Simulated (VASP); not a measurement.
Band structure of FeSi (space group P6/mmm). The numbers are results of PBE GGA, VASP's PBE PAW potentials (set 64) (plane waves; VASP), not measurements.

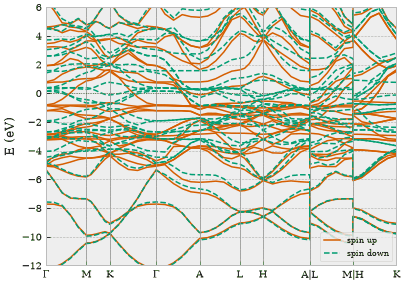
*Bands along high-symmetry lines, zero at the valence-band maximum or, without a gap, the Fermi level*

Read the plot: is there a gap, and where are the band edges?

It has no gap at this level: it comes out as a metal or semimetal.

The structure was generated: FeSi was put into an ordered model structure, which need not be its known phase. The cell was not relaxed at this level. The k-mesh is coarse (spacing up to 0.50 per Å, 2π included), so the numbers may not be converged in it.
